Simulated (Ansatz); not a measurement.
**BHO2 (SMILES O=BO), step by step**

Aim: a series of 40 runs (HF/STO-3G, UHF/STO-3G, HF/3-21G, UHF/3-21G, HF/6-31G*, UHF/6-31G*, B3LYP/6-31G*, UB3LYP/6-31G*, and more) of BHO2. 

The calculation is run with Ansatz 0.2.0.

### Step 1. The molecule

The species is BHO2 (4 atoms), meant as a singlet with charge 0. SMILES: `O=BO`. The coordinates come from a PBE0-D4/def2-TZVP relaxation. The run starts from this shape.

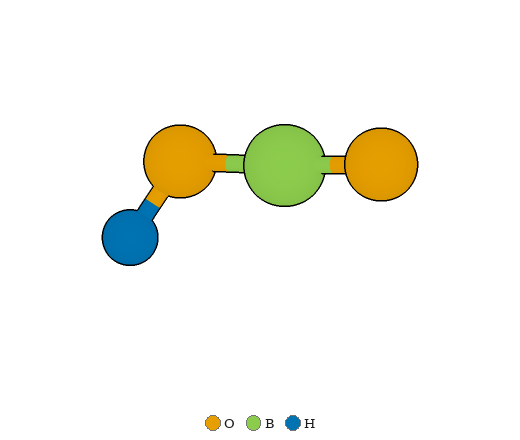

Viewed from a chosen angle; oxygen amber, boron green, hydrogen blue.

### Step 2. A geometry optimisation at HF/STO-3G (run 1)

input.yaml reads:

```yaml
crystal:
  periodic: [false, false, false]
  atoms:
    - {symbol: O, position_ang: [-1.555100, 0.523500, 0.428500]}
    - {symbol: B, position_ang: [-0.423900, 0.132000, 0.248600]}
    - {symbol: O, position_ang: [0.816700, -0.302000, 0.108600]}
    - {symbol: H, position_ang: [1.162300, -0.353500, -0.785700]}
basis:
  gaussian: {orbitals: STO-3G}
relax: {f_tol: 0.002}
output: {orbitals: {seedname: orbitals}}
hamiltonian: {xc: hf}
```

Run with:

```console
$ ansatz run input.yaml --threads 1 --pin off --max-ram 3480MiB --events-out events.jsonl --progress --plain --runs-dir runs
```

The program printed:

```text
Warning: RAYON_NUM_THREADS=1 ignored (pool sized by the plan → 1); use --threads N
The last accepted step is kept in runs//last_step.txt (removed where the run ends without a failure and the disk answers)
[... 56 lines left out ...]
Total energy: -4699.53972391 eV, -172.7048993914 hartree
[... 4 lines left out ...]
Dipole moment:     0.365535    -0.102129    -0.358559 e Å
```

Run time: 0.9 s. Hardware: 1 thread of Intel Xeon 6975P-C (Granite Rapids), shared host; peak memory 0.12 GiB.

Step by step:

```tsv
step	energy from the first frame kept (eV)	largest force (eV/Å)
1	0.0000	3.2221
2	-0.0574	0.8825
3	-0.0704	0.4458
4	-0.0759	0.0401
5	-0.0759	0.0198
6	-0.0759	0.0031
7	-0.0759	0.0011
```

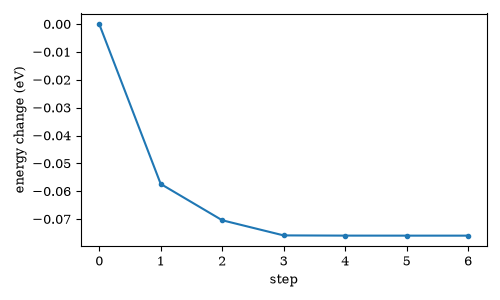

Energy along the run.

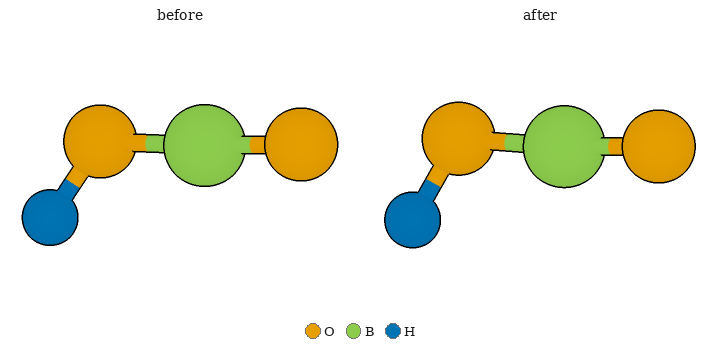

Before and after, at one scale.

After the run. Bond lengths: O1–B2 1.187 Å, B2–O3 1.347 Å, O3–H4 0.983 Å. Angles: O1–B2–O3 176.2°, B2–O3–H4 110.4°.

### Step 3. Vibrational wavenumbers at HF/STO-3G (run 2)

run.yaml reads:

```yaml
crystal:
  periodic: [false, false, false]
  atoms:
    - symbol: O
      position_ang: [-1.536336, 0.518176, 0.411071]
    - symbol: B
      position_ang: [-0.426096, 0.133163, 0.244030]
    - symbol: O
      position_ang: [0.840686, -0.313425, 0.143265]
    - symbol: H
      position_ang: [1.121746, -0.337914, -0.798366]
basis:
  gaussian:
    orbitals: STO-3G
hamiltonian:
  xc: hf
phonons:
  temperatures: {t_min: 298.15, t_max: 298.15, t_step: 1}
```

Run with:

```console
$ ansatz run run.yaml --threads 1 --pin off --max-ram 3480MiB --events-out events.jsonl --progress --plain --runs-dir runs
```

The program printed:

```text
Warning: RAYON_NUM_THREADS=1 ignored (pool sized by the plan → 1); use --threads N
[... 97 lines left out ...]
Total energy: -4699.53972810 eV, -172.7048995451 hartree
[... 4 lines left out ...]
Dipole moment:     0.365535    -0.102129    -0.358559 e Å
Vibrations: 468.46 492.96 1075.30 1293.73 2436.30 4289.99 cm⁻¹, zero-point energy 0.623438 eV
```

Wall time 1.1 s (1 thread of Intel Xeon 6975P-C (Granite Rapids), shared host).

Runs 3 to 27 aren't shown in full; the table further down has their settings and results.

### Step 4. Vibrational wavenumbers at SVWN5/def2-TZVP (run 28)

job.yaml reads:

```yaml
crystal:
  periodic: [false, false, false]
  atoms:
    - {symbol: O, position_ang: [-1.562030, 0.525309, 0.436839]}
    - {symbol: B, position_ang: [-0.427272, 0.133419, 0.246075]}
    - {symbol: O, position_ang: [0.809878, -0.299413, 0.106885]}
    - {symbol: H, position_ang: [1.179424, -0.359315, -0.789799]}
basis:
  gaussian:
    orbitals: def2-TZVP
phonons:
  temperatures: {t_min: 298.15, t_max: 298.15, t_step: 1}
hamiltonian:
  xc: {name: SVWN5}
```

Run with:

```console
$ ansatz run job.yaml --threads 1 --pin off --max-ram 3480MiB --events-out events.jsonl --progress --plain --runs-dir runs
```

The program printed:

```text
Warning: RAYON_NUM_THREADS=1 ignored (pool sized by the plan → 1); use --threads N
[... 4 lines left out ...]
515 factors; their error is unknown
[... 20 lines left out ...]
515 factors; their error is unknown
[... 14 lines left out ...]
515 factors; their error is unknown
[... 15 lines left out ...]
515 factors; their error is unknown
[... 9 lines left out ...]
515 factors; their error is unknown
[... 5 lines left out ...]
515 factors; their error is unknown
[... 4 lines left out ...]
515 factors; their error is unknown
[... 4 lines left out ...]
515 factors; their error is unknown
[... 4 lines left out ...]
515 factors; their error is unknown
[... 5 lines left out ...]
515 factors; their error is unknown
[... 8 lines left out ...]
Dipole moment:     0.656914    -0.200794    -0.431731 e Å
Vibrations: 445.83 501.03 871.49 1031.43 2086.75 3764.17 cm⁻¹, zero-point energy 0.539375 eV
```

Wall time 11 s (1 thread of Intel Xeon 6975P-C (Granite Rapids), shared host); peak memory 0.15 GiB.

Runs 29 to 39 aren't shown in full; the table further down has their settings and results.

### Step 5. The doublet cation: a structure relaxation at UCCSD/cc-pVDZ (run 40)

input.yaml reads:

```yaml
crystal:
  periodic: [false, false, false]
  atoms:
    - {symbol: O, position_ang: [-1.556451, 0.525366, 0.411457]}
    - {symbol: B, position_ang: [-0.415474, 0.128493, 0.254587]}
    - {symbol: O, position_ang: [0.842678, -0.312886, 0.127804]}
    - {symbol: H, position_ang: [1.129247, -0.340973, -0.793848]}
basis:
  gaussian:
    orbitals: cc-pVDZ
total_charge: 1
magnetization:
  spin_polarized: true
  initial_magnetization: 1
correlation:
  method: ccsd
accuracy: high
scf:
  omitted_lower_state_checks: [cluster_reference]
relax: {}
```

Run with:

```console
$ ansatz run input.yaml --threads 1 --pin off --max-ram 3480MiB --events-out events.jsonl --progress --plain --runs-dir runs
```

The program printed:

```text
Warning: RAYON_NUM_THREADS=1 ignored (pool sized by the plan → 1); use --threads N
[... 1 set-up line as earlier in the session ...]
[... 14 lines left out ...]
3 core orbitals not correlated: weight in the atoms' cores, before any rotation towards them, 1.000 or more for the frozen orbitals, at most 0.000 for the correlated occupied ones
[... 96 lines left out ...]
3 core orbitals not correlated: weight in the atoms' cores, before any rotation towards them, 1.000 or more for the frozen orbitals, at most 0.000 for the correlated occupied ones
[... 96 lines left out ...]
3 core orbitals not correlated: weight in the atoms' cores, before any rotation towards them, 1.000 or more for the frozen orbitals, at most 0.000 for the correlated occupied ones
[... 66 lines left out ...]
Dipole moment:     0.373412    -0.100612    -0.412088 e Å
Checks for a lower state left out: cluster_reference
```

Wall time 65 s (1 thread of Intel Xeon 6975P-C (Granite Rapids), shared host); peak memory 0.31 GiB.

The path in brief:

```tsv
step	energy from the first frame kept (eV)	largest force (eV/Å)
1	0.0000	9.0497
2	-0.3517	3.3292
3	-0.4261	0.5593
4	-0.4453	0.3870
5	-0.4588	0.2287
6	-0.4597	0.0222
7	-0.4597	0.0045
```

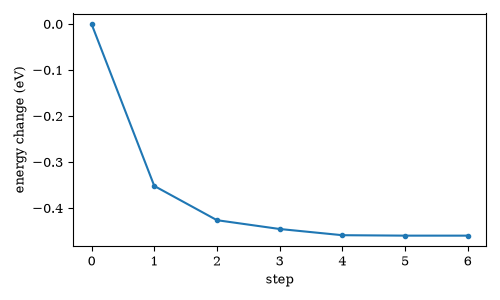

Energy along the run.

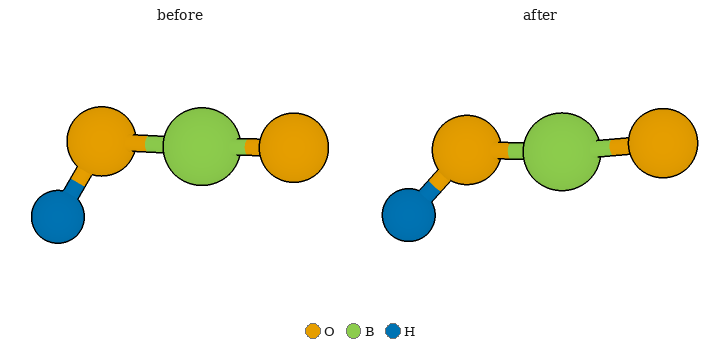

Before and after, at one scale.

After the run. Bond lengths: O1–B2 1.320 Å, B2–O3 1.261 Å, O3–H4 0.978 Å. Angles: O1–B2–O3 174.7°, B2–O3–H4 128.4°.

### Step 6. All runs side by side

```tsv
run	level	task	walk f tol	partner	energy (Eh)	dipole moment (D)	wall time
1	HF/STO-3G	optimise	0.002	base	-172.704899	2.51	0.9 s
2	HF/STO-3G	frequencies	–	base	-172.704900	2.51	1.1 s
3	UHF/STO-3G	energy	–	cation	-172.400657	–	0.1 s
4	UHF/STO-3G	optimise	–	cation	-172.440305	–	1.5 s
5	HF/3-21G	optimise	0.002	base	-174.106145	4.25	1 s
6	HF/3-21G	frequencies	–	base	-174.106145	4.25	1.2 s
7	UHF/3-21G	energy	–	cation	-173.716147	–	0.2 s
8	UHF/3-21G	optimise	–	cation	-173.749239	–	2.2 s
9	HF/6-31G* (Cartesian functions)	optimise	0.002	base	-175.077097	4.03	1.5 s
10	HF/6-31G* (Cartesian functions)	frequencies	–	base	-175.077097	4.03	2.8 s
11	UHF/6-31G* (Cartesian functions)	energy	–	cation	-174.680524	–	0.4 s
12	UHF/6-31G* (Cartesian functions)	optimise	–	cation	-174.704815	–	4.5 s
13	B3LYP/6-31G* (Cartesian functions)	optimise	0.002	base	-175.977761	3.69	5.7 s
14	B3LYP/6-31G* (Cartesian functions)	frequencies	–	base	-175.977761	3.69	7.8 s
15	UB3LYP/6-31G* (Cartesian functions)	energy	–	cation	-175.535900	–	1.4 s
16	UB3LYP/6-31G* (Cartesian functions)	optimise	–	cation	-175.548533	–	9.9 s
17	PBE/def2-SVP	optimise	0.002	base	-175.656691	3.60	3.9 s
18	PBE/def2-SVP	frequencies	–	base	-175.656691	3.60	4.5 s
19	UPBE/def2-SVP	energy	–	cation	-175.217089	–	1 s
20	UPBE/def2-SVP	optimise	–	cation	-175.225433	–	6.6 s
21	MP2/6-31G* (Cartesian functions)	optimise	0.002	base	-175.508028	3.61	4.2 s
22	MP2/6-31G* (Cartesian functions)	frequencies	–	base	-175.508028	3.61	7.5 s
23	UMP2/6-31G* (Cartesian functions)	energy	–	cation	-175.055570	–	0.72 s
24	UMP2/6-31G* (Cartesian functions)	optimise	–	cation	-175.073630	–	4.5 s
25	BLYP/cc-pVTZ	optimise	0.002	base	-176.032595	3.73	8.1 s
26	BLYP/cc-pVTZ	frequencies	–	base	-176.032595	3.73	12 s
27	SVWN5/def2-TZVP	optimise	0.002	base	-174.719263	3.90	3.6 s
28	SVWN5/def2-TZVP	frequencies	–	base	-174.719263	3.90	11 s
29	MP2/aug-cc-pVDZ	optimise	0.002	base	-175.578302	3.68	9.3 s
30	MP2/aug-cc-pVDZ	frequencies	–	base	-175.578302	3.68	19 s
31	UMP2/aug-cc-pVDZ	energy	–	cation	-175.112098	–	2.6 s
32	UMP2/aug-cc-pVDZ	optimise	–	cation	-175.128194	–	17 s
33	B2PLYP/cc-pVTZ	optimise	0.002	base	-175.941812	3.75	24 s
34	B2PLYP/cc-pVTZ	frequencies	–	base	-175.941812	3.75	63 s
35	MP2/cc-pVTZ	optimise	0.002	base	-175.713755	3.65	9.3 s
36	MP2/cc-pVTZ	frequencies	–	base	-175.713755	3.65	28 s
37	CCSD/cc-pVDZ	optimise	0.002	base	-175.545592	3.51	27 s
38	CCSD/cc-pVDZ	frequencies	–	base	-175.545592	3.51	56 s
39	UCCSD/cc-pVDZ	energy	–	cation	-175.105993	–	2.9 s
40	UCCSD/cc-pVDZ	optimise	–	cation	-175.122888	–	65 s
```

### Step 7. Outcome

```
                                                                                quantity          value
                                         doublet cation, run 40: total energy at the end  -175.12289 Eh
                     doublet cation, run 40: correlation energy (3 core orbitals frozen)     -404.4 mEh
                               doublet cation, run 40: ⟨S²⟩ of the reference determinant          0.757
                                                   doublet cation, run 40: T1 diagnostic          0.024
                        vertical ionisation energy (to the doublet cation), PBE/def2-SVP      11.962 eV
                     vertical ionisation energy (to the doublet cation), MP2/aug-cc-pVDZ      12.686 eV
                        vertical ionisation energy (to the doublet cation), CCSD/cc-pVDZ      11.962 eV
      adiabatic ionisation energy (to the doublet cation, no zero-point term), HF/6-31G*      10.130 eV
   adiabatic ionisation energy (to the doublet cation, no zero-point term), B3LYP/6-31G*      11.680 eV
   adiabatic ionisation energy (to the doublet cation, no zero-point term), PBE/def2-SVP      11.735 eV
     adiabatic ionisation energy (to the doublet cation, no zero-point term), MP2/6-31G*      11.821 eV
adiabatic ionisation energy (to the doublet cation, no zero-point term), MP2/aug-cc-pVDZ      12.248 eV
```

What this shows: At PBE/def2-SVP: removing an electron at fixed nuclei costs 11.96 eV (1154 kJ/mol). At MP2/aug-cc-pVDZ: removing an electron at fixed nuclei costs 12.69 eV (293 kcal/mol). At CCSD/cc-pVDZ: the vertical ionisation energy comes to 11.96 eV (276 kcal/mol). At HF/6-31G*: the adiabatic ionisation energy (to the doublet cation, no zero-point term) is 10.13 eV (234 kcal/mol). At B3LYP/6-31G*: the adiabatic ionisation energy (to the doublet cation, no zero-point term) is 11.68 eV (1127 kJ/mol). At PBE/def2-SVP: the adiabatic ionisation energy (to the doublet cation, no zero-point term) is 11.74 eV (271 kcal/mol). Totals of different functionals can't be ranked against each other. In runs 1, 2, 3, 4 the basis is minimal, so the values are rough. Spin contamination of the reference: run 3 ⟨S²⟩ = 0.90. All runs together took 7.2 min, the longest 65 s.
